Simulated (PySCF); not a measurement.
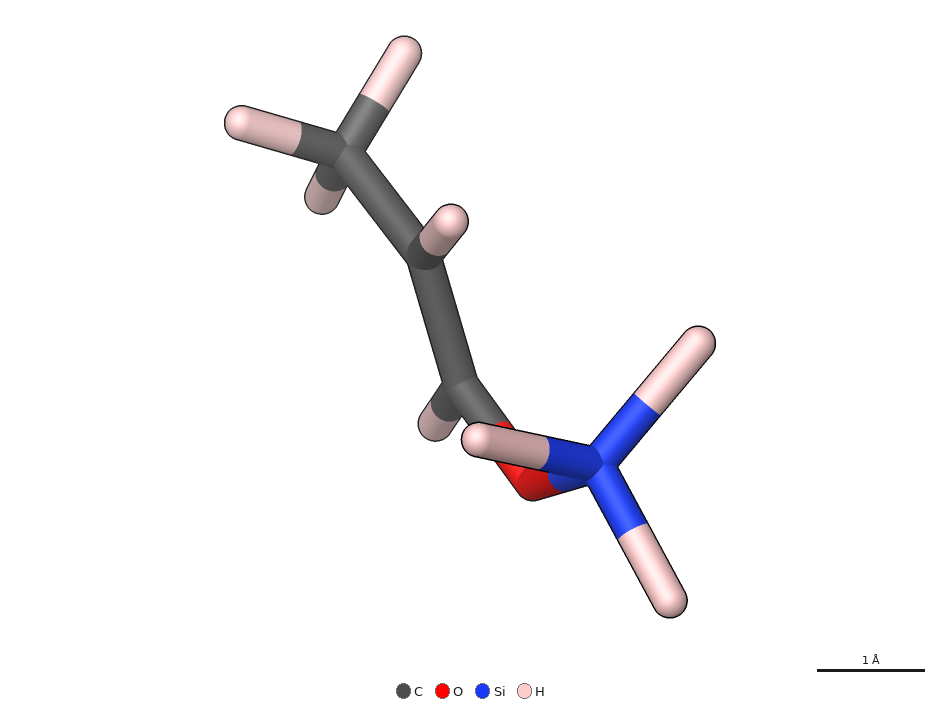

Rendered structure (stick style).

Describe the molecule.

Formula C₃H₈OSi. SMILES: `C/C=C/O[SiH3]`. It has no ring. Among its groups: alkene, Si–H bond, Si–O bond. Coordination: 1 C tetrahedral; 2 C trigonal planar; 1 O bent; 1 Si tetrahedral.

The parts below concern this one geometry. Atoms keep their numbers from picture to picture. The geometry was computed by an optimisation with PBE0-D3(BJ)/def2-SVP. No frequency run is at hand to confirm it as a minimum.

### Geometry

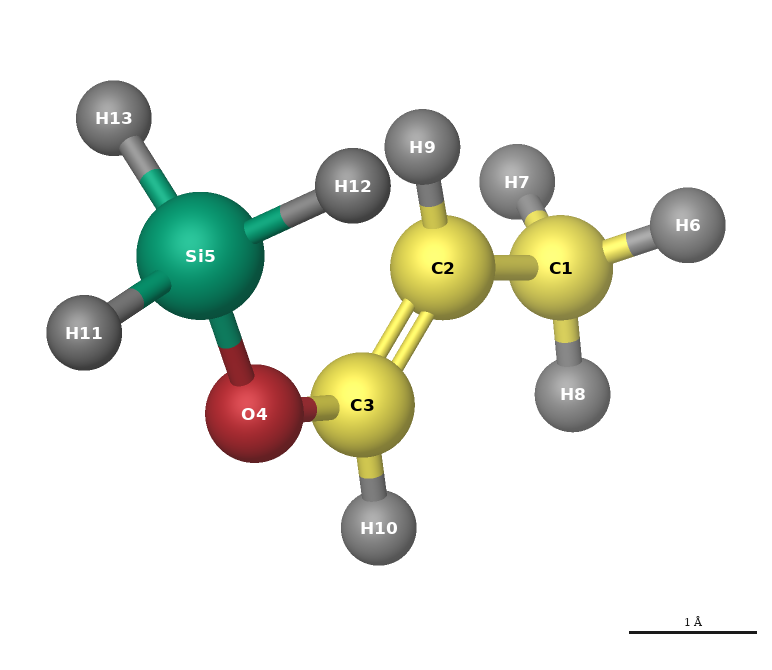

Atoms carry their numbers in the input. No frequency run is at hand to confirm it as a minimum.

Which atoms are bonded, and how long are the bonds?

| bond | length (Å) | order |
| --- | --- | --- |
| C1–C2 | 1.493 | single |
| C1–H6 | 1.103 | single |
| C1–H7 | 1.103 | single |
| C1–H8 | 1.101 | single |
| C2–C3 | 1.338 | double |
| C2–H9 | 1.098 | single |
| C3–O4 | 1.351 | single |
| C3–H10 | 1.096 | single |
| O4–Si5 | 1.679 | single |
| Si5–H11 | 1.486 | single |
| Si5–H12 | 1.494 | single |
| Si5–H13 | 1.494 | single |

### Core levels

No frequency run is at hand to confirm it as a minimum. Level of theory: delta-SCF UKS SCAN, def2-TZVP on the ionised atom, pcseg-1 elsewhere, spin-free X2C (PySCF 2.14.0).

Give the core-electron binding energies (to vacuum; p and d levels without spin–orbit splitting) of C1 1s, C2 1s, C3 1s, O4 1s, Si5 1s, Si5 2p.

| atom | level | binding energy (eV) |
| --- | --- | --- |
| C1 | 1s | 291.2 |
| C2 | 1s | 290.5 |
| C3 | 1s | 292.2 |
| O4 | 1s | 539.1 |
| Si5 | 1s | 1851.4 |
| Si5 | 2p | 108.1 |

### Excitation

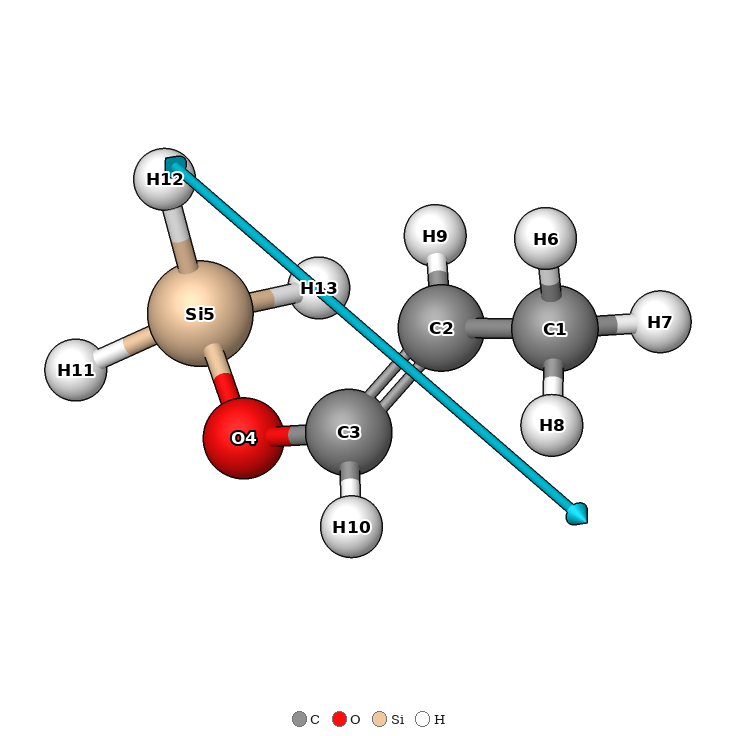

The double arrow shows the direction of the transition dipole to excited singlet state 7 (its length means nothing). No frequency run is at hand to confirm it as a minimum. Level of theory: TDDFT CAM-B3LYP/def2-SVPD, vertical, gas phase, core orbitals frozen in the response (PySCF 2.14.0).

Give its energy, strength and character.

Answer. 7.71 eV (161 nm), oscillator strength 0.029, mainly HOMO → LUMO+5 (weight 0.94); transition dipole 1.00 D.

### Polarisability

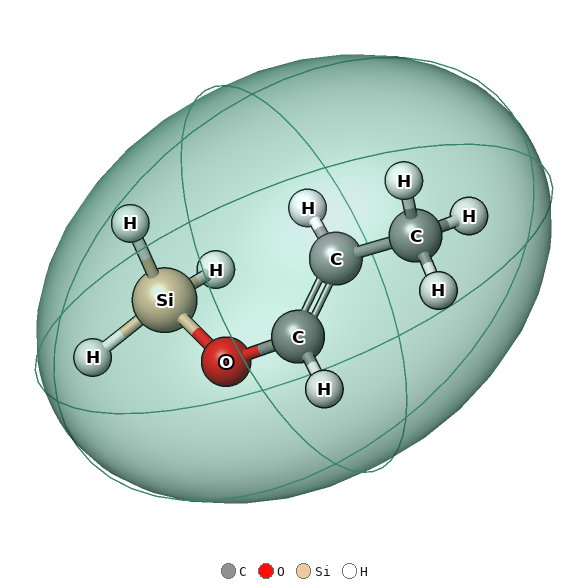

The ellipsoid shows the static dipole polarisability: its half-axes are proportional to the principal values. No frequency run is at hand to confirm it as a minimum. Level of theory: LC-wPBE/def2-SVPD (PySCF 2.14.0).

How large and how anisotropic is the polarisability?

Answer. Principal values 54.5, 62.8, 85.4 bohr³; mean 67.5 bohr³ (10.01 Å³); anisotropy 27.7 bohr³, so the longest axis is 1.57 times the shortest.
